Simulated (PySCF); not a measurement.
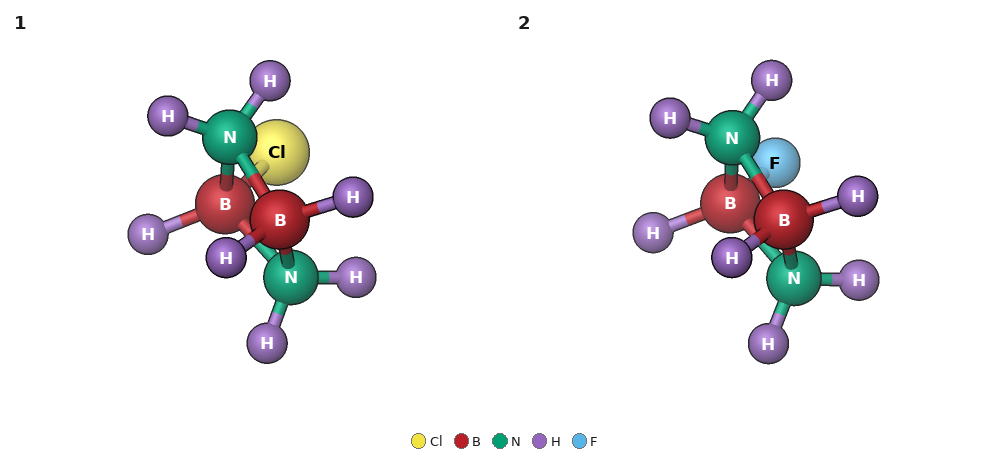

2 molecules with one skeleton, seen from the same side and at one scale. Each species is neutral and a spin singlet. Computed geometries: PBE0-D3(BJ)/def2-SVP optimisations, one conformation each. Properties computed with PySCF 2.14.0.

One atom differs, called X below: Cl in panel 1, F in panel 2. Their formulas are B2ClH7N2 (`Cl[BH-]1[NH2+][BH2-][NH2+]1`), B2FH7N2 (`F[BH-]1[NH2+][BH2-][NH2+]1`).

In which is the Hirshfeld charge of X higher (PBE0/STO-3G)?

In panel 2 (X = F).

In which is the length of X–B larger (PBE0-D3(BJ)/def2-SVP)?

In panel 1 (X = Cl).

Give the values. With PBE0-D3(BJ)/def2-SVP: length of X–B (Å), angle X–B–H (°). With PBE0/def2-SVP: dipole moment (D), HOMO energy (Kohn–Sham orbital) (eV), HOMO–LUMO gap (eV). With PBE0/STO-3G: Hirshfeld charge of X (e), GIAO shielding of the B bonded to X (ppm).

```
                                 quantity  1 (Cl)  2 (F)   2 − 1
                        length of X–B (Å)   1.837  1.378  −0.459
                          angle X–B–H (°)   113.8  115.9    +2.1
                        dipole moment (D)    1.22   0.59   −0.63
     HOMO energy (Kohn–Sham orbital) (eV)   −7.68  −7.92   −0.24
                       HOMO–LUMO gap (eV)    9.04   9.43   +0.39
                Hirshfeld charge of X (e)   −0.31  −0.15   +0.16
GIAO shielding of the B bonded to X (ppm)   123.4  126.9    +3.5
```
